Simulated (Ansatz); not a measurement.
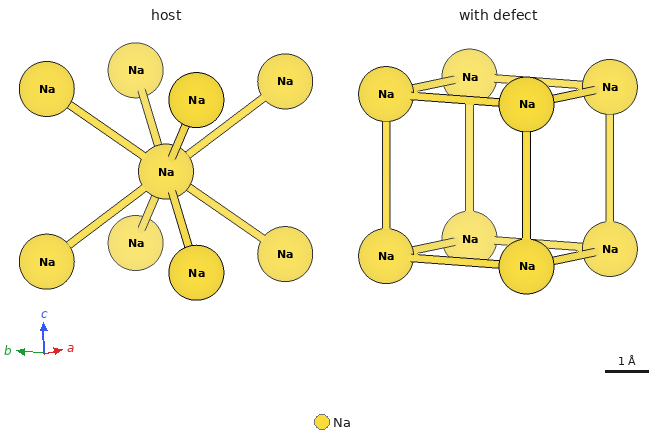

Left: perfect Na. Right: the same region with one point defect, after relaxing the atoms in a supercell of 32 sites. The picture is a ball-and-stick view of the atoms within 3.8 Å of one point, seen from a free direction.

Theory: DFT LDA, scalar-relativistic, plane waves, PAW (Ansatz). (plane-wave cutoff 420 eV; k-point mesh 3 × 3 × 3; occupations gaussian; smearing width 0.1 eV; no spin polarisation) The cell is small and the k-mesh coarse, so the numbers are rough. The axes drawn are those of the host's conventional cell.

> What kind of defect was made?

A sodium atom is taken out (a vacancy).

The charge state of the cell is 0.

> What does the relaxation do around it?

Around the empty Na site the host had 8 Na at 3.51 Å; after relaxation the nearest atoms are 8 Na at 3.29 Å. Of the host's atoms, a sodium atom moves furthest from its site, by 0.22 Å. Relaxing the atoms from the host's sites lowers the energy by 0.08 eV. At a tolerance of 0.02 Å the relaxed supercell has space group Fm-3m.
